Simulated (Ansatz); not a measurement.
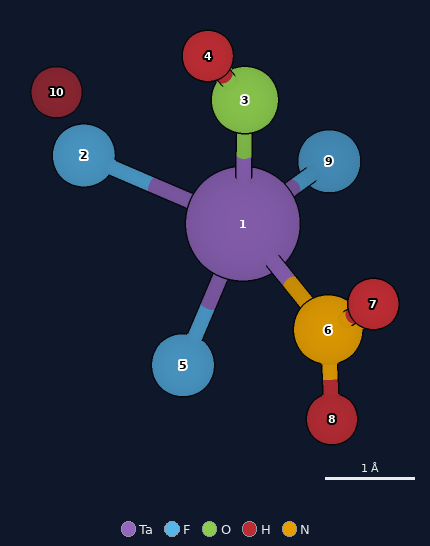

Fig. 1: The structure as given in the input (ball-and-stick view, seen at a tilt; atoms are numbered from 1 in the order of the input). Sticks mark near contacts.

# TaNH4OF3: molecular dynamics (part 1 of 4)

- system: TaNH4OF3, multiplicity 2
- method: UKS PBE/def2-SVP (Ansatz 0.2.0)

It belongs to a series of runs on one base structure; here: dynamics from the highest image of the converged band. Figures and captions count atoms from 1; the log counts them from 0 in places.

### What the program printed
```
Engine: ansatz 0.2.0, x86_64-unknown-linux-gnu
Functional definition: PBE
  parameter kappa = 0.804
  parameter beta = 0.06672455060314922
  exchange = pbe_x(kappa = kappa, mu = beta*pi^2/3)
  correlation = pbe_c(beta = beta)
1295 factors; their error is unknown
mean field evaluation 1: about -13271.9680 eV, gradient 6.9e1 eV
mean field evaluation 2: about -13101.9871 eV, gradient 1.9e2 eV
mean field evaluation 4: about -13288.1158 eV, gradient 2.1e1 eV
mean field evaluation 8: about -13289.6075 eV, gradient 1.5e0 eV
mean field evaluation 16: about -13289.5513 eV, gradient 2.6e-3 eV
mean field -13289.55127660 eV, -488.3820014338 hartree, gradient 6.3e-6 eV, S^2 0.754735; 1 other end points of the search recorded, 0 dependent functions left out
the calculation of the forces begins
reference -13289.55134270 eV, -488.3820038629 hartree; 30, 29 occupied and 92, 93 virtual orbitals, 1295 factors
md step     0: t =     0.00 fs  T =   300.0 K  F+E_penalty+E_count = -13289.55127660 eV  E_kin = 0.310224 eV  conserved = -13289.24105261 eV  (58 SCF iters)
these checks for a lower state are left out or cut short: starts, cluster_reference, orbital_swaps, neighbouring_geometries, increment
1295 factors; their error is unknown
mean field evaluation 32: about -13289.6056 eV, gradient 2.6e0 eV
mean field -13289.54444516 eV, -488.3817503828 hartree, gradient 2.2e-5 eV, S^2 0.754729; 0 other end points of the search recorded, 0 dependent functions left out
the calculation of the forces begins
reference -13289.54451112 eV, -488.3817528069 hartree; 30, 29 occupied and 92, 93 virtual orbitals, 1295 factors
md step     1: t =     0.50 fs  T =   293.6 K  F+E_penalty+E_count = -13289.54444516 eV  E_kin = 0.303605 eV  conserved = -13289.24084000 eV  (37 SCF iters)
[... from here on the SCF iterations and repeated set-up lines of each step are left out, up to the last step ...]
md step     2: t =     1.00 fs  T =   277.4 K  F+E_penalty+E_count = -13289.52722774 eV  E_kin = 0.286831 eV  conserved = -13289.24039650 eV  (37 SCF iters)
md step     3: t =     1.50 fs  T =   257.7 K  F+E_penalty+E_count = -13289.50644760 eV  E_kin = 0.266519 eV  conserved = -13289.23992817 eV  (37 SCF iters)
md step     4: t =     2.00 fs  T =   241.6 K  F+E_penalty+E_count = -13289.48944555 eV  E_kin = 0.249846 eV  conserved = -13289.23959948 eV  (37 SCF iters)
md step     5: t =     2.50 fs  T =   234.0 K  F+E_penalty+E_count = -13289.48142751 eV  E_kin = 0.241923 eV  conserved = -13289.23950438 eV  (38 SCF iters)
md step     6: t =     3.00 fs  T =   236.2 K  F+E_penalty+E_count = -13289.48390190 eV  E_kin = 0.244235 eV  conserved = -13289.23966729 eV  (37 SCF iters)
md step     7: t =     3.50 fs  T =   245.9 K  F+E_penalty+E_count = -13289.49427387 eV  E_kin = 0.254230 eV  conserved = -13289.24004391 eV  (37 SCF iters)
md step     8: t =     4.00 fs  T =   257.3 K  F+E_penalty+E_count = -13289.50660220 eV  E_kin = 0.266087 eV  conserved = -13289.24051504 eV  (37 SCF iters)
md step     9: t =     4.50 fs  T =   263.7 K  F+E_penalty+E_count = -13289.51356836 eV  E_kin = 0.272677 eV  conserved = -13289.24089165 eV  (37 SCF iters)
md step    10: t =     5.00 fs  T =   259.7 K  F+E_penalty+E_count = -13289.50949064 eV  E_kin = 0.268526 eV  conserved = -13289.24096415 eV  (37 SCF iters)
md step    11: t =     5.50 fs  T =   244.6 K  F+E_penalty+E_count = -13289.49350848 eV  E_kin = 0.252886 eV  conserved = -13289.24062276 eV  (37 SCF iters)
md step    12: t =     6.00 fs  T =   223.5 K  F+E_penalty+E_count = -13289.47108355 eV  E_kin = 0.231089 eV  conserved = -13289.23999421 eV  (37 SCF iters)
md step    13: t =     6.50 fs  T =   205.4 K  F+E_penalty+E_count = -13289.45189168 eV  E_kin = 0.212449 eV  conserved = -13289.23944277 eV  (37 SCF iters)
md step    14: t =     7.00 fs  T =   198.2 K  F+E_penalty+E_count = -13289.44430756 eV  E_kin = 0.204977 eV  conserved = -13289.23933102 eV  (37 SCF iters)
md step    15: t =     7.50 fs  T =   203.4 K  F+E_penalty+E_count = -13289.45004896 eV  E_kin = 0.210330 eV  conserved = -13289.23971854 eV  (37 SCF iters)
md step    16: t =     8.00 fs  T =   215.6 K  F+E_penalty+E_count = -13289.46327715 eV  E_kin = 0.222955 eV  conserved = -13289.24032211 eV  (38 SCF iters)
md step    17: t =     8.50 fs  T =   226.3 K  F+E_penalty+E_count = -13289.47474102 eV  E_kin = 0.233971 eV  conserved = -13289.24077008 eV  (38 SCF iters)
md step    18: t =     9.00 fs  T =   228.7 K  F+E_penalty+E_count = -13289.47736884 eV  E_kin = 0.236508 eV  conserved = -13289.24086107 eV  (38 SCF iters)
md step    19: t =     9.50 fs  T =   221.3 K  F+E_penalty+E_count = -13289.46947719 eV  E_kin = 0.228856 eV  conserved = -13289.24062125 eV  (38 SCF iters)
md step    20: t =    10.00 fs  T =   207.3 K  F+E_penalty+E_count = -13289.45455703 eV  E_kin = 0.214347 eV  conserved = -13289.24021035 eV  (38 SCF iters)
md step    21: t =    10.50 fs  T =   192.5 K  F+E_penalty+E_count = -13289.43889904 eV  E_kin = 0.199090 eV  conserved = -13289.23980949 eV  (37 SCF iters)
md step    22: t =    11.00 fs  T =   183.0 K  F+E_penalty+E_count = -13289.42875179 eV  E_kin = 0.189194 eV  conserved = -13289.23955759 eV  (38 SCF iters)
md step    23: t =    11.50 fs  T =   182.3 K  F+E_penalty+E_count = -13289.42807625 eV  E_kin = 0.188547 eV  conserved = -13289.23952967 eV  (38 SCF iters)
md step    24: t =    12.00 fs  T =   191.1 K  F+E_penalty+E_count = -13289.43731052 eV  E_kin = 0.197577 eV  conserved = -13289.23973374 eV  (38 SCF iters)
md step    25: t =    12.50 fs  T =   206.1 K  F+E_penalty+E_count = -13289.45325607 eV  E_kin = 0.213151 eV  conserved = -13289.24010532 eV  (38 SCF iters)
md step    26: t =    13.00 fs  T =   222.1 K  F+E_penalty+E_count = -13289.47016335 eV  E_kin = 0.229659 eV  conserved = -13289.24050399 eV  (36 SCF iters)
md step    27: t =    13.50 fs  T =   233.3 K  F+E_penalty+E_count = -13289.48200352 eV  E_kin = 0.241265 eV  conserved = -13289.24073836 eV  (37 SCF iters)
md step    28: t =    14.00 fs  T =   236.7 K  F+E_penalty+E_count = -13289.48544221 eV  E_kin = 0.244792 eV  conserved = -13289.24065015 eV  (37 SCF iters)
md step    29: t =    14.50 fs  T =   233.9 K  F+E_penalty+E_count = -13289.48215473 eV  E_kin = 0.241910 eV  conserved = -13289.24024424 eV  (37 SCF iters)
md step    30: t =    15.00 fs  T =   231.0 K  F+E_penalty+E_count = -13289.47858412 eV  E_kin = 0.238834 eV  conserved = -13289.23975039 eV  (60 SCF iters)
md step    31: t =    15.50 fs  T =   234.9 K  F+E_penalty+E_count = -13289.48239975 eV  E_kin = 0.242914 eV  conserved = -13289.23948612 eV  (37 SCF iters)
md step    32: t =    16.00 fs  T =   249.7 K  F+E_penalty+E_count = -13289.49776021 eV  E_kin = 0.258161 eV  conserved = -13289.23959895 eV  (38 SCF iters)
md step    33: t =    16.50 fs  T =   273.8 K  F+E_penalty+E_count = -13289.52308465 eV  E_kin = 0.283122 eV  conserved = -13289.23996223 eV  (38 SCF iters)
md step    34: t =    17.00 fs  T =   302.2 K  F+E_penalty+E_count = -13289.55284651 eV  E_kin = 0.312520 eV  conserved = -13289.24032633 eV  (38 SCF iters)
md step    35: t =    17.50 fs  T =   329.6 K  F+E_penalty+E_count = -13289.58131118 eV  E_kin = 0.340795 eV  conserved = -13289.24051639 eV  (38 SCF iters)
md step    36: t =    18.00 fs  T =   352.8 K  F+E_penalty+E_count = -13289.60531745 eV  E_kin = 0.364823 eV  conserved = -13289.24049436 eV  (37 SCF iters)
md step    37: t =    18.50 fs  T =   372.0 K  F+E_penalty+E_count = -13289.62501321 eV  E_kin = 0.384696 eV  conserved = -13289.24031688 eV  (38 SCF iters)
md step    38: t =    19.00 fs  T =   389.7 K  F+E_penalty+E_count = -13289.64304909 eV  E_kin = 0.402968 eV  conserved = -13289.24008154 eV  (37 SCF iters)
md step    39: t =    19.50 fs  T =   409.2 K  F+E_penalty+E_count = -13289.66305481 eV  E_kin = 0.423164 eV  conserved = -13289.23989033 eV  (37 SCF iters)
md step    40: t =    20.00 fs  T =   433.4 K  F+E_penalty+E_count = -13289.68800428 eV  E_kin = 0.448179 eV  conserved = -13289.23982564 eV  (36 SCF iters)
md step    41: t =    20.50 fs  T =   463.2 K  F+E_penalty+E_count = -13289.71889496 eV  E_kin = 0.478965 eV  conserved = -13289.23993008 eV  (37 SCF iters)
md step    42: t =    21.00 fs  T =   497.0 K  F+E_penalty+E_count = -13289.75409779 eV  E_kin = 0.513912 eV  conserved = -13289.24018566 eV  (37 SCF iters)
md step    43: t =    21.50 fs  T =   531.1 K  F+E_penalty+E_count = -13289.78969343 eV  E_kin = 0.549192 eV  conserved = -13289.24050137 eV  (36 SCF iters)
md step    44: t =    22.00 fs  T =   561.1 K  F+E_penalty+E_count = -13289.82095591 eV  E_kin = 0.580230 eV  conserved = -13289.24072557 eV  (35 SCF iters)
md step    45: t =    22.50 fs  T =   584.1 K  F+E_penalty+E_count = -13289.84470337 eV  E_kin = 0.603990 eV  conserved = -13289.24071353 eV  (37 SCF iters)
md step    46: t =    23.00 fs  T =   600.5 K  F+E_penalty+E_count = -13289.86140903 eV  E_kin = 0.620962 eV  conserved = -13289.24044752 eV  (35 SCF iters)
md step    47: t =    23.50 fs  T =   614.3 K  F+E_penalty+E_count = -13289.87530870 eV  E_kin = 0.635198 eV  conserved = -13289.24011045 eV  (36 SCF iters)
md step    48: t =    24.00 fs  T =   630.1 K  F+E_penalty+E_count = -13289.89156753 eV  E_kin = 0.651591 eV  conserved = -13289.23997676 eV  (35 SCF iters)
md step    49: t =    24.50 fs  T =   649.9 K  F+E_penalty+E_count = -13289.91223870 eV  E_kin = 0.672081 eV  conserved = -13289.24015723 eV  (35 SCF iters)
md step    50: t =    25.00 fs  T =   671.3 K  F+E_penalty+E_count = -13289.93464904 eV  E_kin = 0.694164 eV  conserved = -13289.24048547 eV  (36 SCF iters)
md step    51: t =    25.50 fs  T =   689.6 K  F+E_penalty+E_count = -13289.95378302 eV  E_kin = 0.713084 eV  conserved = -13289.24069889 eV  (36 SCF iters)
md step    52: t =    26.00 fs  T =   701.6 K  F+E_penalty+E_count = -13289.96614923 eV  E_kin = 0.725468 eV  conserved = -13289.24068152 eV  (36 SCF iters)
md step    53: t =    26.50 fs  T =   707.1 K  F+E_penalty+E_count = -13289.97165919 eV  E_kin = 0.731158 eV  conserved = -13289.24050156 eV  (36 SCF iters)
md step    54: t =    27.00 fs  T =   708.4 K  F+E_penalty+E_count = -13289.97280213 eV  E_kin = 0.732517 eV  conserved = -13289.24028553 eV  (36 SCF iters)
md step    55: t =    27.50 fs  T =   708.5 K  F+E_penalty+E_count = -13289.97279817 eV  E_kin = 0.732683 eV  conserved = -13289.24011533 eV  (36 SCF iters)
md step    56: t =    28.00 fs  T =   710.0 K  F+E_penalty+E_count = -13289.97426637 eV  E_kin = 0.734245 eV  conserved = -13289.24002139 eV  (36 SCF iters)
md step    57: t =    28.50 fs  T =   714.3 K  F+E_penalty+E_count = -13289.97863333 eV  E_kin = 0.738614 eV  conserved = -13289.24001953 eV  (37 SCF iters)
md step    58: t =    29.00 fs  T =   721.1 K  F+E_penalty+E_count = -13289.98583956 eV  E_kin = 0.745716 eV  conserved = -13289.24012353 eV  (39 SCF iters)
md step    59: t =    29.50 fs  T =   729.0 K  F+E_penalty+E_count = -13289.99416891 eV  E_kin = 0.753847 eV  conserved = -13289.24032239 eV  (37 SCF iters)
md step    60: t =    30.00 fs  T =   734.9 K  F+E_penalty+E_count = -13290.00051262 eV  E_kin = 0.759964 eV  conserved = -13289.24054822 eV  (36 SCF iters)
md step    61: t =    30.50 fs  T =   735.7 K  F+E_penalty+E_count = -13290.00149202 eV  E_kin = 0.760817 eV  conserved = -13289.24067540 eV  (35 SCF iters)
md step    62: t =    31.00 fs  T =   729.9 K  F+E_penalty+E_count = -13289.99539710 eV  E_kin = 0.754819 eV  conserved = -13289.24057827 eV  (35 SCF iters)
md step    63: t =    31.50 fs  T =   719.2 K  F+E_penalty+E_count = -13289.98400392 eV  E_kin = 0.743759 eV  conserved = -13289.24024531 eV  (38 SCF iters)
md step    64: t =    32.00 fs  T =   708.6 K  F+E_penalty+E_count = -13289.97257494 eV  E_kin = 0.732711 eV  conserved = -13289.23986359 eV  (38 SCF iters)
md step    65: t =    32.50 fs  T =   703.2 K  F+E_penalty+E_count = -13289.96693821 eV  E_kin = 0.727209 eV  conserved = -13289.23972957 eV  (39 SCF iters)
md step    66: t =    33.00 fs  T =   705.1 K  F+E_penalty+E_count = -13289.96910700 eV  E_kin = 0.729120 eV  conserved = -13289.23998707 eV  (39 SCF iters)
md step    67: t =    33.50 fs  T =   710.6 K  F+E_penalty+E_count = -13289.97522803 eV  E_kin = 0.734767 eV  conserved = -13289.24046055 eV  (38 SCF iters)
md step    68: t =    34.00 fs  T =   713.1 K  F+E_penalty+E_count = -13289.97816833 eV  E_kin = 0.737362 eV  conserved = -13289.24080611 eV  (39 SCF iters)
md step    69: t =    34.50 fs  T =   707.7 K  F+E_penalty+E_count = -13289.97259488 eV  E_kin = 0.731786 eV  conserved = -13289.24080893 eV  (37 SCF iters)
md step    70: t =    35.00 fs  T =   694.1 K  F+E_penalty+E_count = -13289.95827878 eV  E_kin = 0.717768 eV  conserved = -13289.24051054 eV  (37 SCF iters)
md step    71: t =    35.50 fs  T =   676.5 K  F+E_penalty+E_count = -13289.93962757 eV  E_kin = 0.699515 eV  conserved = -13289.24011217 eV  (34 SCF iters)
md step    72: t =    36.00 fs  T =   660.4 K  F+E_penalty+E_count = -13289.92272941 eV  E_kin = 0.682923 eV  conserved = -13289.23980658 eV  (34 SCF iters)
md step    73: t =    36.50 fs  T =   650.5 K  F+E_penalty+E_count = -13289.91236936 eV  E_kin = 0.672685 eV  conserved = -13289.23968483 eV  (35 SCF iters)
md step    74: t =    37.00 fs  T =   648.7 K  F+E_penalty+E_count = -13289.91050318 eV  E_kin = 0.670759 eV  conserved = -13289.23974376 eV  (35 SCF iters)
md step    75: t =    37.50 fs  T =   654.0 K  F+E_penalty+E_count = -13289.91619395 eV  E_kin = 0.676258 eV  conserved = -13289.23993600 eV  (34 SCF iters)
md step    76: t =    38.00 fs  T =   663.5 K  F+E_penalty+E_count = -13289.92633003 eV  E_kin = 0.686129 eV  conserved = -13289.24020110 eV  (34 SCF iters)
md step    77: t =    38.50 fs  T =   673.2 K  F+E_penalty+E_count = -13289.93664617 eV  E_kin = 0.696185 eV  conserved = -13289.24046101 eV  (35 SCF iters)
md step    78: t =    39.00 fs  T =   679.3 K  F+E_penalty+E_count = -13289.94306305 eV  E_kin = 0.702460 eV  conserved = -13289.24060355 eV  (36 SCF iters)
md step    79: t =    39.50 fs  T =   679.8 K  F+E_penalty+E_count = -13289.94348600 eV  E_kin = 0.702977 eV  conserved = -13289.24050883 eV  (35 SCF iters)
md step    80: t =    40.00 fs  T =   676.4 K  F+E_penalty+E_count = -13289.93955865 eV  E_kin = 0.699411 eV  conserved = -13289.24014772 eV  (36 SCF iters)
md step    81: t =    40.50 fs  T =   674.3 K  F+E_penalty+E_count = -13289.93692815 eV  E_kin = 0.697249 eV  conserved = -13289.23967899 eV  (37 SCF iters)
md step    82: t =    41.00 fs  T =   680.1 K  F+E_penalty+E_count = -13289.94270762 eV  E_kin = 0.703297 eV  conserved = -13289.23941027 eV  (38 SCF iters)
md step    83: t =    41.50 fs  T =   697.5 K  F+E_penalty+E_count = -13289.96088039 eV  E_kin = 0.721312 eV  conserved = -13289.23956879 eV  (38 SCF iters)
md step    84: t =    42.00 fs  T =   724.2 K  F+E_penalty+E_count = -13289.98901180 eV  E_kin = 0.748931 eV  conserved = -13289.24008057 eV  (40 SCF iters)
md step    85: t =    42.50 fs  T =   753.1 K  F+E_penalty+E_count = -13290.01936308 eV  E_kin = 0.778741 eV  conserved = -13289.24062209 eV  (38 SCF iters)
md step    86: t =    43.00 fs  T =   776.3 K  F+E_penalty+E_count = -13290.04366636 eV  E_kin = 0.802779 eV  conserved = -13289.24088733 eV  (40 SCF iters)
md step    87: t =    43.50 fs  T =   790.0 K  F+E_penalty+E_count = -13290.05775057 eV  E_kin = 0.816967 eV  conserved = -13289.24078381 eV  (41 SCF iters)
md step    88: t =    44.00 fs  T =   795.5 K  F+E_penalty+E_count = -13290.06307961 eV  E_kin = 0.822654 eV  conserved = -13289.24042516 eV  (41 SCF iters)
md step    89: t =    44.50 fs  T =   797.9 K  F+E_penalty+E_count = -13290.06512727 eV  E_kin = 0.825110 eV  conserved = -13289.24001684 eV  (57 SCF iters)
md step    90: t =    45.00 fs  T =   803.1 K  F+E_penalty+E_count = -13290.07023214 eV  E_kin = 0.830487 eV  conserved = -13289.23974504 eV  (59 SCF iters)
md step    91: t =    45.50 fs  T =   815.2 K  F+E_penalty+E_count = -13290.08267593 eV  E_kin = 0.842969 eV  conserved = -13289.23970714 eV  (51 SCF iters)
md step    92: t =    46.00 fs  T =   834.8 K  F+E_penalty+E_count = -13290.10309992 eV  E_kin = 0.863203 eV  conserved = -13289.23989700 eV  (32 SCF iters)
md step    93: t =    46.50 fs  T =   859.0 K  F+E_penalty+E_count = -13290.12853608 eV  E_kin = 0.888302 eV  conserved = -13289.24023379 eV  (32 SCF iters)
md step    94: t =    47.00 fs  T =   883.0 K  F+E_penalty+E_count = -13290.15365583 eV  E_kin = 0.913054 eV  conserved = -13289.24060180 eV  (32 SCF iters)
md step    95: t =    47.50 fs  T =   901.1 K  F+E_penalty+E_count = -13290.17264172 eV  E_kin = 0.931770 eV  conserved = -13289.24087159 eV  (31 SCF iters)
md step    96: t =    48.00 fs  T =   909.4 K  F+E_penalty+E_count = -13290.18129018 eV  E_kin = 0.940373 eV  conserved = -13289.24091684 eV  (33 SCF iters)
md step    97: t =    48.50 fs  T =   907.4 K  F+E_penalty+E_count = -13290.17898664 eV  E_kin = 0.938322 eV  conserved = -13289.24066505 eV  (33 SCF iters)
md step    98: t =    49.00 fs  T =   898.9 K  F+E_penalty+E_count = -13290.16970670 eV  E_kin = 0.929519 eV  conserved = -13289.24018757 eV  (32 SCF iters)
md step    99: t =    49.50 fs  T =   890.7 K  F+E_penalty+E_count = -13290.16077500 eV  E_kin = 0.921043 eV  conserved = -13289.23973177 eV  (32 SCF iters)
md step   100: t =    50.00 fs  T =   889.2 K  F+E_penalty+E_count = -13290.15906998 eV  E_kin = 0.919482 eV  conserved = -13289.23958812 eV  (42 SCF iters)
md step   101: t =    50.50 fs  T =   896.3 K  F+E_penalty+E_count = -13290.16673370 eV  E_kin = 0.926881 eV  conserved = -13289.23985283 eV  (40 SCF iters)
md step   102: t =    51.00 fs  T =   908.5 K  F+E_penalty+E_count = -13290.17976702 eV  E_kin = 0.939428 eV  conserved = -13289.24033923 eV  (40 SCF iters)
md step   103: t =    51.50 fs  T =   918.7 K  F+E_penalty+E_count = -13290.19076246 eV  E_kin = 0.950020 eV  conserved = -13289.24074212 eV  (39 SCF iters)
md step   104: t =    52.00 fs  T =   921.2 K  F+E_penalty+E_count = -13290.19346020 eV  E_kin = 0.952597 eV  conserved = -13289.24086320 eV  (40 SCF iters)
md step   105: t =    52.50 fs  T =   914.0 K  F+E_penalty+E_count = -13290.18584766 eV  E_kin = 0.945157 eV  conserved = -13289.24069028 eV  (39 SCF iters)
md step   106: t =    53.00 fs  T =   899.5 K  F+E_penalty+E_count = -13290.17049036 eV  E_kin = 0.930152 eV  conserved = -13289.24033832 eV  (40 SCF iters)
md step   107: t =    53.50 fs  T =   882.8 K  F+E_penalty+E_count = -13290.15282288 eV  E_kin = 0.912857 eV  conserved = -13289.23996585 eV  (39 SCF iters)
md step   108: t =    54.00 fs  T =   869.3 K  F+E_penalty+E_count = -13290.13866990 eV  E_kin = 0.898955 eV  conserved = -13289.23971477 eV  (40 SCF iters)
md step   109: t =    54.50 fs  T =   862.9 K  F+E_penalty+E_count = -13290.13197400 eV  E_kin = 0.892300 eV  conserved = -13289.23967432 eV  (39 SCF iters)
md step   110: t =    55.00 fs  T =   864.1 K  F+E_penalty+E_count = -13290.13337488 eV  E_kin = 0.893520 eV  conserved = -13289.23985488 eV  (39 SCF iters)
md step   111: t =    55.50 fs  T =   870.2 K  F+E_penalty+E_count = -13290.14003729 eV  E_kin = 0.899849 eV  conserved = -13289.24018865 eV  (39 SCF iters)
md step   112: t =    56.00 fs  T =   876.3 K  F+E_penalty+E_count = -13290.14673132 eV  E_kin = 0.906179 eV  conserved = -13289.24055266 eV  (40 SCF iters)
md step   113: t =    56.50 fs  T =   877.1 K  F+E_penalty+E_count = -13290.14780510 eV  E_kin = 0.907005 eV  conserved = -13289.24080024 eV  (40 SCF iters)
```
